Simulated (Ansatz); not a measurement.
**H₇NO₃Si₂: vertical ionisation energy**

How much energy removes an electron from H₇NO₃Si₂ at fixed geometry? The cation is run at each level and the neutral's energy taken from earlier runs.

The runs use Ansatz 0.2.0, Gaussian basis; unrestricted cation, the program's frozen cores in correlated methods.

Levels to be run: UKS PBE-D4/def2-TZVPP; UKS r2SCAN-D4/def2-TZVPP; UKS PBE0-D4/def2-TZVPP; UKS B3LYP-D4/def2-TZVPP; UKS wB97X-V/def2-TZVPP; UKS wB97M-V/def2-TZVPP; UKS B2PLYP/def2-TZVPP; UHF-CCSD(T)/def2-TZVPP; UHF-MP2/def2-QZVPP; extrapolation to the limit; then −ε(HOMO) from the neutral's earlier runs with LDA (SPW92), PBE-D4, revPBE-D4, BLYP-D4, r2SCAN-D4, B97M-V, PBE0-D4, B3LYP-D4, r2SCANh-D4, r2SCAN0-D4, HSE06-D4, BHLYP-D4, CAM-B3LYP-D4, LC-ωPBE, ωB97X-V, ωB97M-V.

### 1 The geometry

An earlier PBE0-D4 in a triple-zeta def2 set relaxation fixed the geometry.

SMILES `O[SiH2]N[SiH](O)O`, 13 atoms, charge 0, spin multiplicity 1.

Atoms are counted from 1 here; the program's logs count them from 0.

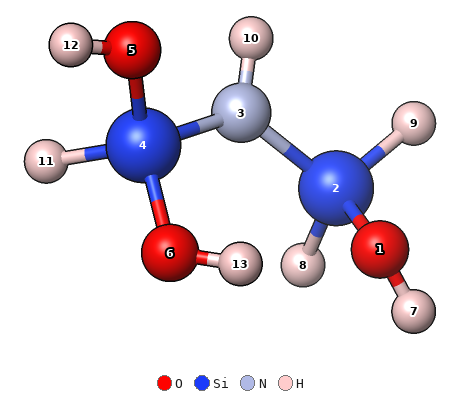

The structure; oxygen red, silicon blue, nitrogen light blue, hydrogen pink; atoms are numbered from 1 in the order of the file.

Geometry (Å):

```
atom     x (Å)     y (Å)     z (Å)
  O1  -0.30228  -0.59809   2.03452
 Si2   0.49815  -1.41302   0.82905
  N3   0.81205  -0.29346  -0.42334
 Si4  -0.29470   0.81933  -1.12449
  O5   0.57290   2.20187  -1.29357
  O6  -1.60265   0.90770  -0.15113
  H7  -0.84097  -1.13027   2.62310
  H8  -0.38134  -2.53682   0.41038
  H9   1.80259  -1.94753   1.29723
 H10   1.78512  -0.13895  -0.64427
 H11  -0.83015   0.43318  -2.44897
 H12   0.21908   2.86983  -1.88219
 H13  -1.41730   0.79151   0.78848
```

### 2 Cation, UKS PBE-D4/def2-TZVPP

Contents of in.yaml:

```yaml
crystal:
  periodic: [false, false, false]
  atoms:
    - {symbol: O, position_ang: [-0.302277, -0.598087, 2.034517]}
    - {symbol: Si, position_ang: [0.498146, -1.413021, 0.829054]}
    - {symbol: N, position_ang: [0.812050, -0.293456, -0.423335]}
    - {symbol: Si, position_ang: [-0.294697, 0.819327, -1.124493]}
    - {symbol: O, position_ang: [0.572904, 2.201875, -1.293573]}
    - {symbol: O, position_ang: [-1.602646, 0.907700, -0.151127]}
    - {symbol: H, position_ang: [-0.840971, -1.130267, 2.623098]}
    - {symbol: H, position_ang: [-0.381344, -2.536819, 0.410384]}
    - {symbol: H, position_ang: [1.802594, -1.947528, 1.297231]}
    - {symbol: H, position_ang: [1.785115, -0.138945, -0.644271]}
    - {symbol: H, position_ang: [-0.830149, 0.433179, -2.448974]}
    - {symbol: H, position_ang: [0.219079, 2.869828, -1.882189]}
    - {symbol: H, position_ang: [-1.417303, 0.791513, 0.788475]}
basis:
  gaussian: {orbitals: def2-TZVPP}
total_charge: 1
magnetization: {spin_polarized: true, initial_magnetization: 1}
hamiltonian: {xc: pbe, dispersion: d4}
```

Command:

```sh
> ansatz run in.yaml --threads 2 --pin off --events-out ev --progress --plain --max-ram 32768MiB --backend cuda --devices 0, --max-vram 18GiB
```

The log of the run:

```text
Functional definition: PBE
  name "PBE"
  cite "Perdew, Burke & Ernzerhof, Phys. Rev. Lett. 77, 3865 (1996) doi:10.1103/PhysRevLett.77.3865"
  parent pbe
  parameter kappa = 0.804
  parameter beta = 0.06672455060314922
  exchange = pbe_x(kappa = kappa, mu = beta*pi^2/3)
  correlation = pbe_c(beta = beta)
1597 factors; their error is unknown
mean field evaluation 1: about -23444.0756 eV, gradient 1.1e2 eV
mean field evaluation 2: about -23003.1209 eV, gradient 2.7e2 eV
mean field evaluation 4: about -23473.2173 eV, gradient 4.8e1 eV
mean field evaluation 8: about -23482.2837 eV, gradient 1.6e1 eV
mean field evaluation 16: about -23484.1930 eV, gradient 1.2e-1 eV
mean field evaluation 32: about -23484.1574 eV, gradient 5.0e-5 eV
mean field evaluation 64: about -23483.9457 eV, gradient 5.5e-1 eV
mean field -23484.15741221 eV, -863.0268667650 hartree, gradient 1.0e-5 eV, S^2 0.752641; 6 other end points of the search recorded, 0 dependent functions left out
reference -23484.15745977 eV, -863.0268685129 hartree; 33, 32 occupied and 273, 274 virtual orbitals, 1597 factors
Total energy: -23484.44820569 eV, -863.0375532285 hartree
```

Wall time 16 s (1 × H100 (card shared with other runs) with 2 threads of AMD EPYC 7R13, shared host); peak host memory 0.9 GiB.

The neutral molecule at this level: -23493.9361 eV. Difference: 9.488 eV. ⟨S²⟩ = 0.753.

### 3 Cation, UKS r2SCAN-D4/def2-TZVPP

in.yaml, as its differences from that of step 2:

```diff
@@ -20,2 +20,2 @@
 magnetization: {spin_polarized: true, initial_magnetization: 1}
-hamiltonian: {xc: pbe, dispersion: d4}
+hamiltonian: {xc: r2scan, dispersion: d4}
```

Launched as before.

The log of the run (excerpt; [...] marks lines left out):

```text
Functional definition: r2SCAN
  name "r2SCAN"
  cite "Furness, Kaplan, Ning, Perdew & Sun, J. Phys. Chem. Lett. 11, 8208 (2020) doi:10.1021/acs.jpclett.0c02405"
  cite "Furness, Kaplan, Ning, Perdew & Sun, J. Phys. Chem. Lett. 11, 9248 (2020) doi:10.1021/acs.jpclett.0c03077"
  parent r2scan
[...]
1597 factors; their error is unknown
[...]
mean field -23495.60599550 eV, -863.4475944409 hartree, gradient 2.0e-6 eV, S^2 0.757259; 8 other end points of the search recorded, 0 dependent functions left out
reference -23495.60601092 eV, -863.4475950076 hartree; 33, 32 occupied and 273, 274 virtual orbitals, 1597 factors
Total energy: -23495.67768716 eV, -863.4502290606 hartree
```

It took 17 s on 1 × H100 (card shared with other runs) with 2 threads of AMD EPYC 7R13, shared host; peak host memory 0.96 GiB.

The neutral molecule at this level: -23505.3626 eV. Difference: 9.685 eV. ⟨S²⟩ = 0.757.

### 4 Cation, UKS PBE0-D4/def2-TZVPP

in.yaml, as its differences from that of step 3:

```diff
@@ -20,2 +20,2 @@
 magnetization: {spin_polarized: true, initial_magnetization: 1}
-hamiltonian: {xc: r2scan, dispersion: d4}
+hamiltonian: {xc: pbe0, dispersion: d4}
```

Launched as before.

The log of the run:

```text
Functional definition: PBE0
  name "PBE0"
  cite "Adamo & Barone, J. Chem. Phys. 110, 6158 (1999) doi:10.1063/1.478522"
  cite "Perdew, Burke & Ernzerhof, Phys. Rev. Lett. 77, 3865 (1996) doi:10.1103/PhysRevLett.77.3865"
  parent pbe
  parameter a = 0.25
  parameter kappa = 0.804
  parameter beta = 0.06672455060314922
  exchange = (1 - a)*pbe_x(kappa = kappa, mu = beta*pi^2/3) + a*exact_x
  correlation = pbe_c(beta = beta)
1603 factors; their error is unknown
mean field evaluation 1: about -23456.6601 eV, gradient 9.1e1 eV
mean field evaluation 2: about -23323.1398 eV, gradient 1.8e2 eV
mean field evaluation 4: about -23478.4984 eV, gradient 3.5e1 eV
mean field evaluation 8: about -23485.3246 eV, gradient 3.7e0 eV
mean field evaluation 16: about -23485.4772 eV, gradient 4.3e-2 eV
mean field evaluation 32: about -23484.3886 eV, gradient 1.2e1 eV
mean field -23485.47723217 eV, -863.0753692539 hartree, gradient 2.9e-5 eV, S^2 0.758306; 4 other end points of the search recorded, 0 dependent functions left out
reference -23485.47726738 eV, -863.0753705479 hartree; 33, 32 occupied and 273, 274 virtual orbitals, 1603 factors
Total energy: -23485.72380409 eV, -863.0844306048 hartree
```

Wall time 13 s (1 × H100 (card shared with other runs) with 2 threads of AMD EPYC 7R13, shared host); peak host memory 0.9 GiB.

Less the neutral's -23495.6705 eV (earlier run), this gives 9.947 eV. ⟨S²⟩ = 0.758.

### 5 Cation, UKS B3LYP-D4/def2-TZVPP

in.yaml, as its differences from that of step 4:

```diff
@@ -20,2 +20,2 @@
 magnetization: {spin_polarized: true, initial_magnetization: 1}
-hamiltonian: {xc: pbe0, dispersion: d4}
+hamiltonian: {xc: {name: B3LYP}, dispersion: d4}
```

The command is unchanged.

The log of the run (excerpt; [...] marks lines left out):

```text
Functional definition: B3LYP
  name "B3LYP"
  cite "Stephens, Devlin, Chabalowski & Frisch, J. Phys. Chem. 98, 11623 (1994) doi:10.1021/j100096a001"
  cite "Becke, Phys. Rev. A 38, 3098 (1988) doi:10.1103/PhysRevA.38.3098"
  cite "Lee, Yang & Parr, Phys. Rev. B 37, 785 (1988) doi:10.1103/PhysRevB.37.785"
  cite "Vosko, Wilk & Nusair, Can. J. Phys. 58, 1200 (1980) doi:10.1139/p80-159"
[...]
1603 factors; their error is unknown
[...]
mean field -23501.75172819 eV, -863.6734459514 hartree, gradient 1.5e-5 eV, S^2 0.756978; 8 other end points of the search recorded, 0 dependent functions left out
reference -23501.75202380 eV, -863.6734568150 hartree; 33, 32 occupied and 273, 274 virtual orbitals, 1603 factors
Total energy: -23502.22137003 eV, -863.6907049710 hartree
```

Wall time 18 s (1 × H100 (card shared with other runs) with 2 threads of AMD EPYC 7R13, shared host); peak host memory 0.9 GiB.

Less the neutral's -23512.1909 eV (earlier run), this gives 9.969 eV. ⟨S²⟩ = 0.757.

### 6 Cation, UKS wB97X-V/def2-TZVPP

in.yaml, as its differences from that of step 5:

```diff
@@ -20,2 +20,2 @@
 magnetization: {spin_polarized: true, initial_magnetization: 1}
-hamiltonian: {xc: {name: B3LYP}, dispersion: d4}
+hamiltonian: {xc: {name: wB97X-V}}
```

Same command.

The log of the run (excerpt; [...] marks lines left out):

```text
Functional definition: wB97X-V
  name "wB97X-V"
  cite "Mardirossian & Head-Gordon, Phys. Chem. Chem. Phys. 16, 9904 (2014) doi:10.1039/C3CP54374A"
  cite "Becke, J. Chem. Phys. 107, 8554 (1997) doi:10.1063/1.475007"
  cite "Vydrov & Van Voorhis, J. Chem. Phys. 133, 244103 (2010) doi:10.1063/1.3521275"
[...]
      + integral(e_c_pw_opposite_spin*poly(b97_u_opposite, cos0, cos1)) + vv10(b, c)
1603 factors; their error is unknown
362 factors; integrals over basis functions are off by at most 9.4e-6 eV
[...]
mean field -23495.21738266 eV, -863.4333131826 hartree, gradient 7.3e-5 eV, S^2 0.757098; 6 other end points of the search recorded, 0 dependent functions left out
reference -23495.21738045 eV, -863.4333131014 hartree; 33, 32 occupied and 273, 274 virtual orbitals, 1603 factors
Total energy: -23495.21738045 eV, -863.4333131014 hartree
```

It took 15 s on 1 × H100 (card shared with other runs) with 2 threads of AMD EPYC 7R13, shared host; peak host memory 1 GiB.

Less the neutral's -23505.4239 eV (earlier run), this gives 10.207 eV. ⟨S²⟩ = 0.757.

### 7 Cation, UKS wB97M-V/def2-TZVPP

in.yaml, as its differences from that of step 6:

```diff
@@ -20,2 +20,2 @@
 magnetization: {spin_polarized: true, initial_magnetization: 1}
-hamiltonian: {xc: {name: wB97X-V}}
+hamiltonian: {xc: {name: wB97M-V}}
```

Same command.

The log of the run (excerpt; [...] marks lines left out):

```text
Functional definition: wB97M-V
  name "wB97M-V"
  cite "Mardirossian & Head-Gordon, J. Chem. Phys. 144, 214110 (2016) doi:10.1063/1.4952647"
  cite "Becke, J. Chem. Phys. 107, 8554 (1997) doi:10.1063/1.475007"
  cite "Vydrov & Van Voorhis, J. Chem. Phys. 133, 244103 (2010) doi:10.1063/1.3521275"
  # Of w^i u^j: cxij and so on, Table III.
[...]
  gx(w, u) = 1 - cx + cx01*u + cx10*w
  gss(w, u) = css00 + css04*u^4 + css10*w + css20*w^2 + css43*w^4*u^3
  gos(w, u) = cos00 + cos10*w + (cos20 + cos21*u)*w^2 + (cos60 + cos61*u)*w^6
[...]
      + integral(e_c_pw_mod_opposite_spin*gos(b97_w_opposite, b97_u_opposite)) + vv10(b, c)
1603 factors; their error is unknown
362 factors; integrals over basis functions are off by at most 9.4e-6 eV
[...]
mean field -23496.84054986 eV, -863.4929634769 hartree, gradient 3.8e-5 eV, S^2 0.756604; 6 other end points of the search recorded, 0 dependent functions left out
reference -23496.84060409 eV, -863.4929654695 hartree; 33, 32 occupied and 273, 274 virtual orbitals, 1603 factors
Total energy: -23496.84060409 eV, -863.4929654695 hartree
```

Wall time 9.5 s (1 × H100 (card shared with other runs) with 2 threads of AMD EPYC 7R13, shared host); peak host memory 1.1 GiB.

The neutral molecule at this level: -23507.0288 eV. Difference: 10.188 eV. ⟨S²⟩ = 0.757.

### 8 Cation, UKS B2PLYP (frozen core)/def2-TZVPP

in.yaml, as its differences from that of step 7:

```diff
@@ -20,2 +20,2 @@
 magnetization: {spin_polarized: true, initial_magnetization: 1}
-hamiltonian: {xc: {name: wB97M-V}}
+hamiltonian: {xc: {name: B2PLYP}}
```

Launched as before.

The log of the run (excerpt; [...] marks lines left out):

```text
Functional definition: B2PLYP
  name "B2PLYP"
  cite "Grimme, J. Chem. Phys. 124, 034108 (2006) doi:10.1063/1.2148954"
  cite "Becke, Phys. Rev. A 38, 3098 (1988) doi:10.1103/PhysRevA.38.3098"
  cite "Lee, Yang & Parr, Phys. Rev. B 37, 785 (1988) doi:10.1103/PhysRevB.37.785"
[...]
1827 factors; integrals over basis functions are off by at most 1.1e-3 eV
[...]
mean field -23478.83646158 eV, -862.8313254359 hartree, gradient 2.5e-6 eV, S^2 0.758606; 2 other end points of the search recorded, 0 dependent functions left out
14 core orbitals not correlated: weight in the atoms' cores, before any rotation towards them, 1.000 or more for the frozen orbitals, at most 0.000 for the correlated occupied ones
reference -23478.83664909 eV, -862.8313323269 hartree; 19, 18 occupied and 273, 274 virtual orbitals, 1827 factors
second order -36.93888505 eV of doubles, -0.00000000 eV of singles
Total energy: -23488.81014805 eV, -863.1978516535 hartree
```

It took 7.5 s on 1 × H100 (card shared with other runs) with 2 threads of AMD EPYC 7R13, shared host; peak host memory 1.4 GiB.

Less the neutral's -23498.9667 eV (earlier run), this gives 10.157 eV. ⟨S²⟩ = 0.759.

### 9 Cation, UHF-CCSD(T)/def2-TZVPP

in.yaml, as its differences from that of step 8:

```diff
@@ -20,2 +20,3 @@
 magnetization: {spin_polarized: true, initial_magnetization: 1}
-hamiltonian: {xc: {name: B2PLYP}}
+correlation: {method: ccsd_t}
+scf: {omitted_lower_state_checks: [cluster_reference]}
```

The command is unchanged.

The log of the run (excerpt; [...] marks lines left out):

```text
Functional definition: HF
  name "HF"
  cite "Fock, Z. Phys. 61, 126 (1930) doi:10.1007/BF01340294"
  parent pbe
[...]
1827 factors; integrals over basis functions are off by at most 1.1e-3 eV
[...]
mean field -23430.06374983 eV, -861.0389613385 hartree, gradient 7.7e-6 eV, S^2 0.759538; 4 other end points of the search recorded, 0 dependent functions left out
14 core orbitals not correlated: weight in the atoms' cores, before any rotation towards them, 1.000 or more for the frozen orbitals, at most 0.000 for the correlated occupied ones
reference -23430.06374983 eV, -861.0389613385 hartree; 19, 18 occupied and 273, 274 virtual orbitals, 1827 factors
second order -30.41412037 eV of doubles, -0.00000000 eV of singles
cycle   1  -30.75142216 eV  change   -3.4e-1 eV  update   1.2e-1
[...]
cycle  17  -31.66693466 eV  change   -1.7e-5 eV  update   3.5e-5
perturbative correction -1.11580720 eV, -0.0410051581 hartree
Total energy: -23462.84649169 eV, -862.2437048809 hartree
Checks for a lower state left out: cluster_reference
```

Run time: 42 s. Hardware: 1 × H100 (card shared with other runs) with 2 threads of AMD EPYC 7R13, shared host; peak host memory 1.3 GiB.

Less the neutral's -23473.1148 eV (earlier run), this gives 10.268 eV. ⟨S²⟩ = 0.760. T1 = 0.025 (report).

### 10 Cation, UHF-MP2/def2-QZVPP

in.yaml, as its differences from that of step 9:

```diff
@@ -17,6 +17,6 @@
 basis:
-  gaussian: {orbitals: def2-TZVPP}
+  gaussian: {orbitals: "def2-QZVPP.json"}
 total_charge: 1
 magnetization: {spin_polarized: true, initial_magnetization: 1}
-correlation: {method: ccsd_t}
+correlation: {method: mp2}
 scf: {omitted_lower_state_checks: [cluster_reference]}
```

Launched as before.

The log of the run (excerpt; [...] marks lines left out):

```text
Functional definition: HF
  name "HF"
  cite "Fock, Z. Phys. 61, 126 (1930) doi:10.1007/BF01340294"
  parent pbe
[...]
3477 factors; integrals over basis functions are off by at most 1.0e-3 eV
[...]
mean field -23430.95703732 eV, -861.0717890484 hartree, gradient 3.2e-6 eV, S^2 0.759590; 4 other end points of the search recorded, 0 dependent functions left out
14 core orbitals not correlated: weight in the atoms' cores, before any rotation towards them, 1.000 or more for the frozen orbitals, at most 0.000 for the correlated occupied ones
reference -23430.95703732 eV, -861.0717890484 hartree; 19, 18 occupied and 545, 546 virtual orbitals, 3477 factors
second order -32.88162150 eV of doubles, -0.00000000 eV of singles
Total energy: -23463.83865882 eV, -862.2801663505 hartree
Checks for a lower state left out: cluster_reference
```

Wall time 12 s (1 × H100 (card shared with other runs) with 2 threads of AMD EPYC 7R13, shared host); peak host memory 1.3 GiB.

The neutral molecule at this level: -23474.4835 eV. Difference: 10.645 eV. ⟨S²⟩ = 0.760.

### 11 Extrapolating to the complete basis

No new run: Hartree-Fock is extrapolated as exp(−7.88√X) and correlation as X^−2.97, with X = 3 and 4; only MP2 was run in the larger set, so CCSD(T) minus MP2 is added from the smaller one.

```
  level  energy at the limit (eV)
     HF               -23431.0801
    MP2               -23465.7895
   CCSD               -23467.0423
CCSD(T)               -23468.1581
```

The neutral's limit, from its own earlier runs, is -23478.6050 eV in the additive form (MP2 limit plus CCSD(T) minus MP2 in triple zeta), in which the cation has -23468.1581 eV.

### 12 Ionisation energies side by side

Differences are taken before rounding.

```
            method  ionisation energy (eV)  from CCSD(T)/CBS (eV)  time
            PBE-D4                    9.49                  -0.96  19 s
         r2SCAN-D4                    9.68                  -0.76  22 s
           PBE0-D4                    9.95                  -0.50  17 s
          B3LYP-D4                    9.97                  -0.48  26 s
           ωB97X-V                   10.21                  -0.24  22 s
           ωB97M-V                   10.19                  -0.26  17 s
            B2PLYP                   10.16                  -0.29  15 s
     HF/def2-TZVPP                    8.99                  -1.46      
    MP2/def2-TZVPP                   10.54                  +0.09      
   CCSD/def2-TZVPP                   10.21                  -0.24      
CCSD(T)/def2-TZVPP                   10.27                  -0.18  50 s
       CCSD(T)/CBS                   10.45                      0  71 s
```

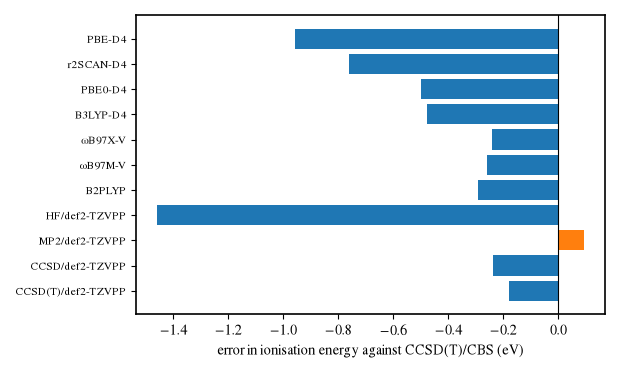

Deviations from CCSD(T)/CBS, method by method.

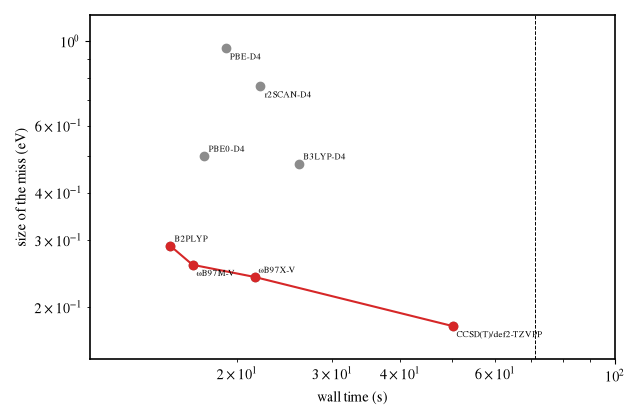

Accuracy for the time spent; red marks the levels that beat every quicker one drawn (of those quicker than the yardstick), and the dashed line is the time of CCSD(T)/CBS. Times are from a shared host.

Times add the cation's run and the neutral's; HF, MP2 and CCSD come out of the CCSD(T) runs.

Orbital estimates, from the neutral's runs:

```
  functional  −ε(HOMO) (eV)  by energy difference (eV)
 LDA (SPW92)           6.69                           
      PBE-D4           6.56                       9.49
   revPBE-D4           6.50                           
     BLYP-D4           6.43                           
   r2SCAN-D4           6.86                       9.68
      B97M-V           6.99                           
     PBE0-D4           7.94                       9.95
    B3LYP-D4           7.71                       9.97
  r2SCANh-D4           7.38                           
  r2SCAN0-D4           8.16                           
    HSE06-D4           7.54                           
    BHLYP-D4           9.26                           
CAM-B3LYP-D4           9.36                           
     LC-ωPBE          10.75                           
     ωB97X-V          10.39                      10.21
     ωB97M-V          10.28                      10.19
```

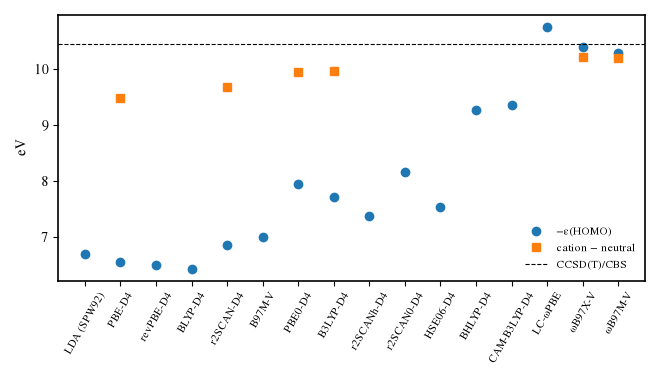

Orbital estimates and energy differences by functional.

### 13 What came out

| quantity | value |
| --- | --- |
| ionisation energy, CCSD(T)/CBS | 10.45 eV |
| nearest functional by difference | ωB97X-V (-0.24 eV) |
| nearest −ε(HOMO) | ωB97X-V (-0.06 eV) |
| −ε(HOMO) of PBE | 6.56 eV |
| T1 of the cation | 0.025 |

**Reading.** Energy differences with functionals land within 0.96 eV of the reference. The PBE orbital energy is 3.9 eV too small: a semilocal HOMO is no ionisation energy. Among orbital estimates ωB97X-V comes nearest. Hartree-Fock falls 1.46 eV short, as the neutral has more correlation energy than the cation.

For cost: CCSD(T)/def2-TZVPP gets within 0.18 eV in 50 s, where CCSD(T)/CBS took 71 s; the quickest level in the cost chart, B2PLYP, takes 15 s and misses by 0.29 eV.
